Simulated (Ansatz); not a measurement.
**C2H3AlF3N (SMILES CC#[N+][Al-]([F])([F])[F]): density, localisation and related maps**

Input

```
crystal:
  periodic: [false, false, false]
  atoms:
    - {symbol: C, position_ang: [-0.166812, -1.192201, 1.853876]}
    - {symbol: C, position_ang: [-0.052286, -0.418203, 0.645413]}
    - {symbol: N, position_ang: [0.038248, 0.195229, -0.312485]}
    - {symbol: Al, position_ang: [0.194617, 1.257690, -1.971518]}
    - {symbol: F, position_ang: [1.834707, 1.269606, -2.176181]}
    - {symbol: F, position_ang: [-0.502340, 2.678391, -1.494129]}
    - {symbol: F, position_ang: [-0.675599, 0.321670, -3.019684]}
    - {symbol: H, position_ang: [-0.618850, -2.158720, 1.625299]}
    - {symbol: H, position_ang: [-0.793288, -0.657942, 2.570018]}
    - {symbol: H, position_ang: [0.824802, -1.346620, 2.282292]}
basis:
  gaussian: {orbitals: def2-TZVPP}
hamiltonian: {xc: pbe0, dispersion: d4}
output: {orbitals: {seedname: orbitals}}
```

Command:

```sh
ansatz run in.yaml --threads 2 --pin off --events-out ev --progress --plain --max-ram 32768MiB --backend cpu
```

Geometry: PBE0-D4/def2-TZVP.

All numbers below come from Ansatz 0.2.0, RKS PBE0-D4/def2-TZVPP.

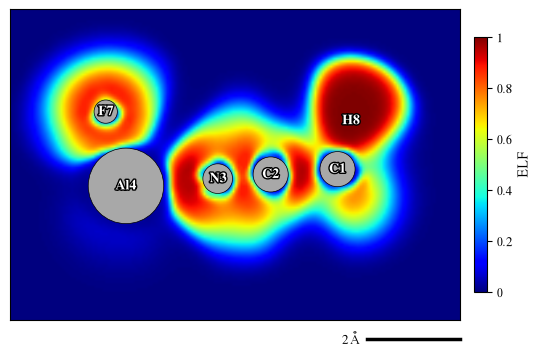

Figure 1. Electron localisation function on the plane of atoms N3, Al4 and F7. Grey discs cover the atomic cores.

Q: Describe what can be read from this map.

A: Atoms in the plane: C, N, Al, F and H.
C–N (1.14 Å): the ELF peaks at about 0.85 between the atoms (a short, multiple covalent bond).
C–C (1.44 Å): the ELF peaks at about 0.95 between the atoms, as expected for localised, covalent bonding.
Al–F (1.65 Å): the ELF peaks at about 0.85 in the valence shell of F, 0.6 Å from its nucleus, and is about 0.35 at the midpoint.
Al–N (1.98 Å): the ELF peaks at about 0.95 in the valence shell of N, 0.7 Å from its nucleus, and is about 0.70 at the midpoint.
C–H (1.09 Å): the ELF climbs to about 1 towards the hydrogen, as it does in any bond to H: an ordinary covalent bond to hydrogen.
The ELF also peaks beside F7, away from the bonds: lone-pair regions.

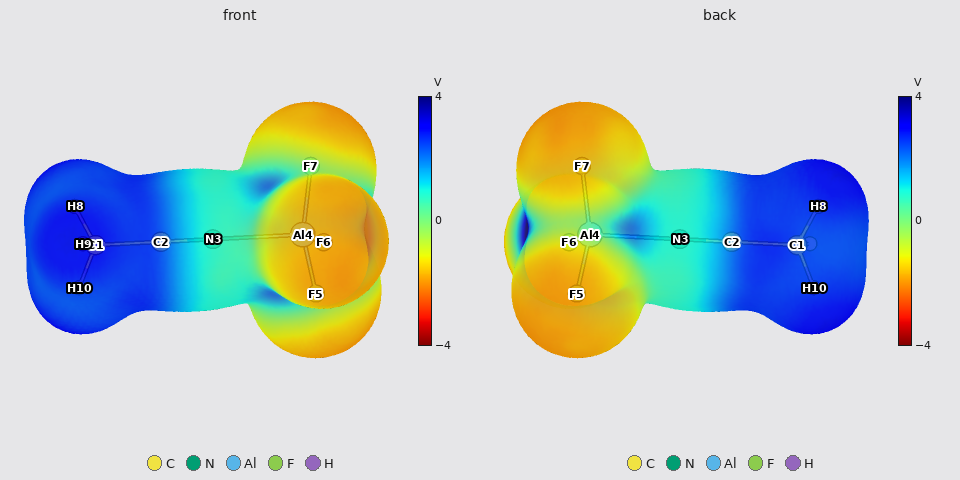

Figure 2. The molecular electrostatic potential painted on the density surface at 0.004 e/bohr³, seen from the front and from behind; red is negative and blue positive.

Q: Where is the surface potential most negative and most positive?

A: The most negative region (about −2.0 V, or −46 kcal/mol for a unit charge) lies over F5, F6 and F7, the most positive (about +3.5 V, or +81 kcal/mol for a unit charge) over Al4.

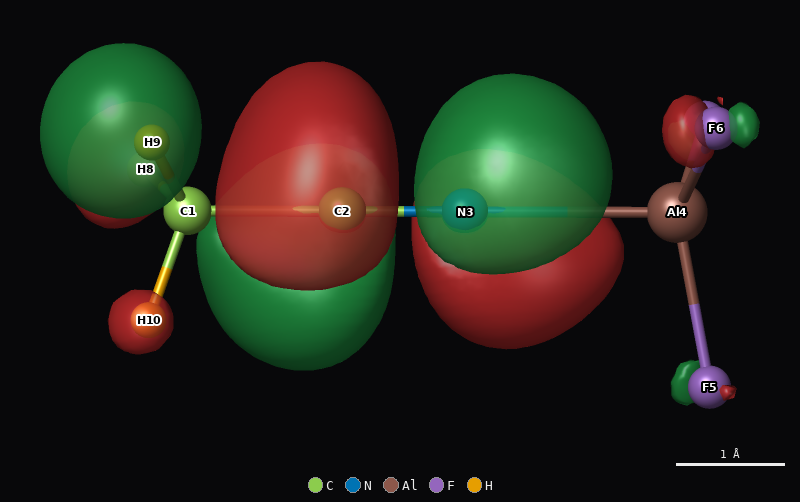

Figure 3. The LUMO at ±0.1 Å⁻³ᐟ² (green and red are the two phases), seen across its widest extent.

Q: Describe this orbital and give its energy.

A: By Hirshfeld shares it lies mainly on C2 (about 40 %), N3 (about 30 %) and C1 (about 10 %); π-antibonding (π*) across C2–N3. It is one of a degenerate set, so its orientation is arbitrary. Its energy is −1.31 eV.

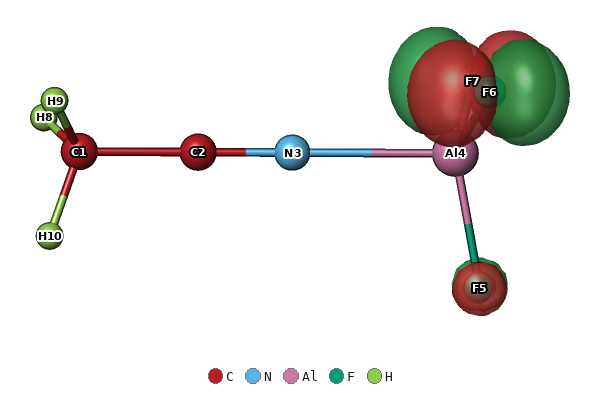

Figure 4. The HOMO−1 at ±0.2 Å⁻³ᐟ² (green and red are the two phases), seen across its widest extent.

Q: What is the character of this orbital?

A: It lies mainly on F7 (about 40 %) and F6 (about 40 %); largely a combination of lone pairs on F7 and F6. It is one of a degenerate set, so its orientation is arbitrary. Its energy is −10.36 eV.
